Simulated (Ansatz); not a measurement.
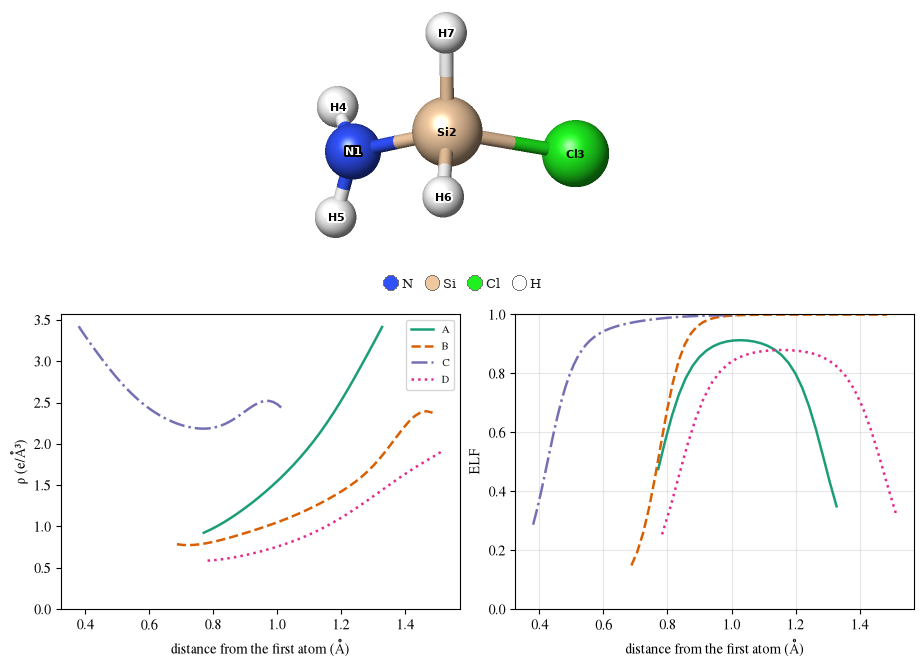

The picture shows: ClH4NSi (SMILES N[SiH2]Cl). Total electron density and ELF along straight lines between neighbouring atoms. The curves leave out the atomic cores. The structure is drawn too.

Method: RKS PBE0/def2-SVP in Ansatz.

```yaml
atoms:
  - { symbol: N, position_ang: [-0.8529, 0.1419, -0.6825] }
  - { symbol: Si, position_ang: [0.5622, 0.1199, 0.2842] }
  - { symbol: Cl, position_ang: [0.7825, -1.5647, 1.4986] }
  - { symbol: H, position_ang: [-0.9313, -0.4815, -1.4786] }
  - { symbol: H, position_ang: [-1.7584, 0.2943, -0.2520] }
  - { symbol: H, position_ang: [0.5166, 1.2867, 1.2030] }
  - { symbol: H, position_ang: [1.7425, 0.1354, -0.6184] }
```

**Which curve belongs to which contact (N–H, Si–Cl, Si–H and Si–N)? The first atom named is at distance zero.**

Curve A: Si–N (1.71 Å): ρ at the midpoint is about 1.1 e/Å³; the ELF peaks at about 0.90 between the atoms: a polar covalent bond. Curve B: Si–H (1.49 Å): the density is about 0.78 e/Å³ at the midpoint; the ELF climbs to about 1 towards the hydrogen, as it does in any bond to H. Curve C: N–H (1.01 Å): ρ at the midpoint is about 2.8 e/Å³; the ELF climbs to about 1 towards the hydrogen: an ordinary covalent bond to hydrogen. Curve D: Si–Cl (2.09 Å): ρ is about 0.81 e/Å³ halfway; the ELF peaks at about 0.90 between the atoms, as expected for a polar covalent bond.
